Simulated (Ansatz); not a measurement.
C₆H₉BSi (SMILES Bc1cccc([SiH3])c1)

```yaml
atoms:
  - { symbol: C, position_ang: [-1.1685, -0.0725, -0.8873] }
  - { symbol: C, position_ang: [-0.9746, 1.2038, -0.2942] }
  - { symbol: C, position_ang: [0.2407, 1.5439, 0.3109] }
  - { symbol: C, position_ang: [1.2905, 0.6102, 0.3385] }
  - { symbol: C, position_ang: [1.1467, -0.6756, -0.2347] }
  - { symbol: C, position_ang: [-0.0853, -0.9907, -0.8414] }
  - { symbol: B, position_ang: [-2.5048, -0.4507, -1.5591] }
  - { symbol: Si, position_ang: [2.5485, -1.9414, -0.1597] }
  - { symbol: H, position_ang: [-3.4254, 0.3467, -1.5860] }
  - { symbol: H, position_ang: [-2.6472, -1.5493, -2.0656] }
  - { symbol: H, position_ang: [-1.7997, 1.9332, -0.3191] }
  - { symbol: H, position_ang: [0.3798, 2.5382, 0.7623] }
  - { symbol: H, position_ang: [2.2442, 0.8936, 0.8138] }
  - { symbol: H, position_ang: [3.8747, -1.2309, -0.1579] }
  - { symbol: H, position_ang: [2.4647, -2.8620, -1.3458] }
  - { symbol: H, position_ang: [2.4600, -2.7731, 1.0931] }
  - { symbol: H, position_ang: [-0.2283, -1.9809, -1.3059] }
```

Geometry: PBE-D3(BJ)/def2-SVP.

These are results of Ansatz, isolated molecule in a Gaussian basis; Kohn-Sham density functional theory, functional PBE0, not measurements.

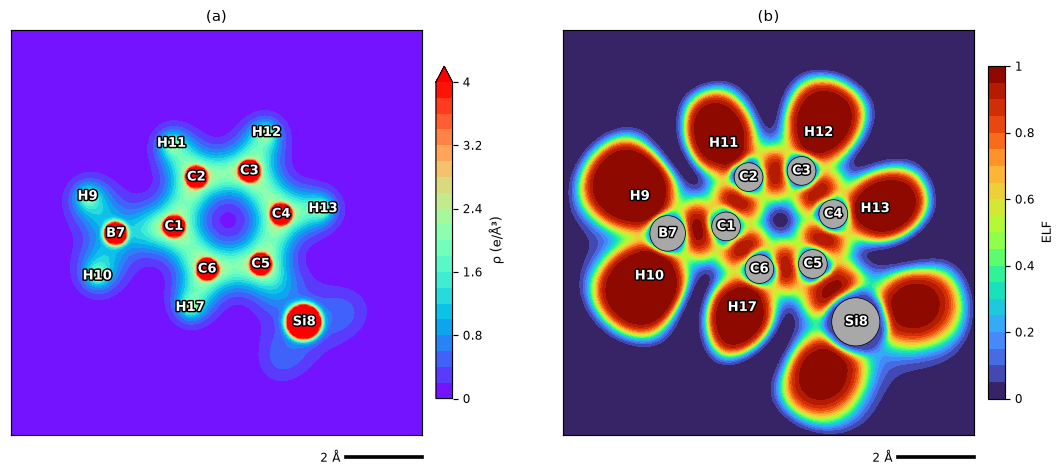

Figure 1. (a) electron density; (b) ELF on the plane of atoms C2, C1 and B7. Grey discs cover the atomic cores in the ELF map.

Describe what can be read from this map.

Atoms in the plane: C, B, Si and H. C–C (1.40 Å): the density is about 2.1 e/Å³ at the midpoint; the ELF peaks at about 0.95 between the atoms: a covalent bond. C–B (1.54 Å): ρ at the midpoint is about 1.5 e/Å³; the ELF peaks at about 1 between the atoms: localised, covalent bonding. C–Si (1.89 Å): ρ at the midpoint is about 0.94 e/Å³; the ELF peaks at about 0.95 between the atoms (localised, covalent bonding). C–H (1.10 Å): ρ is about 1.9 e/Å³ halfway; the ELF climbs to about 1 towards the hydrogen, as it does in any bond to H; a covalent bond by its length. B–H (1.22 Å): the density is about 1.2 e/Å³ at the midpoint; the ELF climbs to about 1 towards the hydrogen; an ordinary covalent bond to hydrogen.

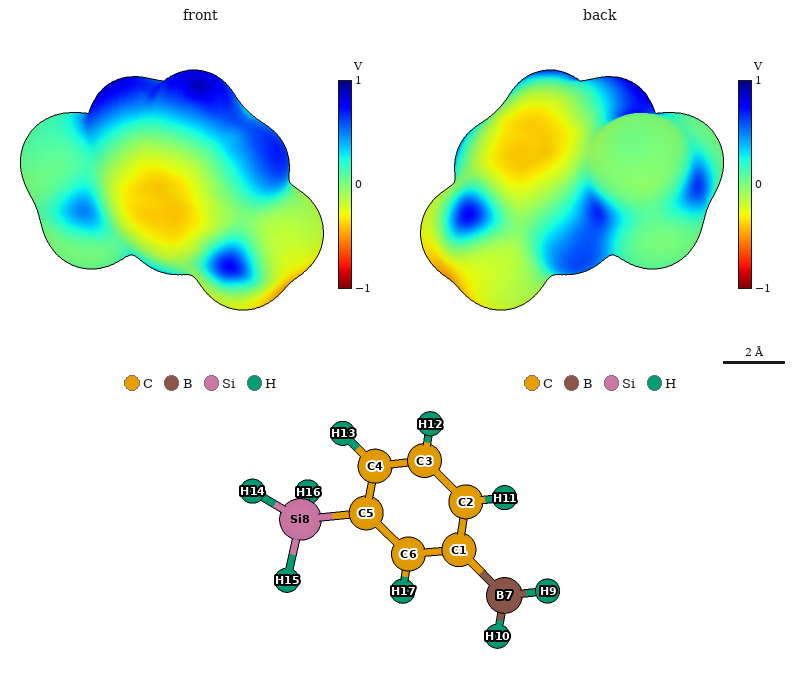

Figure 2. The electrostatic potential painted on the density surface at 0.001 e/bohr³, seen from the front and from behind; red is negative and blue positive. The bare structure is drawn below in the same view.

Describe the electrostatic potential map.

The most negative region (about −0.5 V) lies over H9, the most positive (about +0.9 V) over H12 and H13.

What dipole moment does the calculation give?

Its dipole moment is 1.47 D.

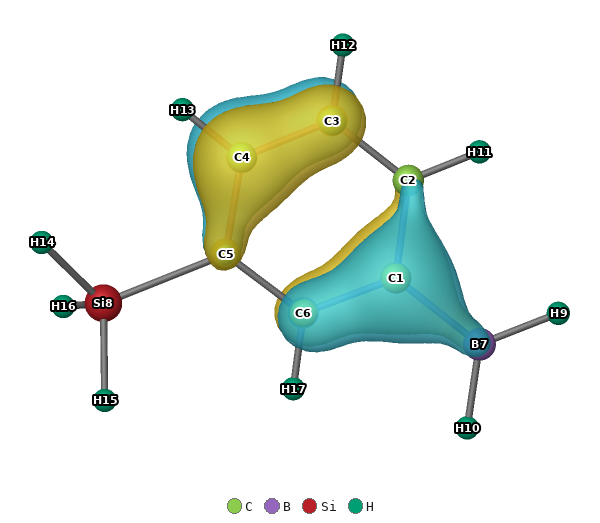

Figure 3. The HOMO−1 at ±0.15 Å⁻³ᐟ² (yellow and cyan are the two phases), seen across its widest extent.

Describe this orbital and give its energy.

It lies mainly on C1 (about 25 %), C4 (about 25 %), C3 (about 15 %), C6 (about 10 %), B7 (about 10 %) and C5 (about 5 %). Its energy is −7.85 eV.
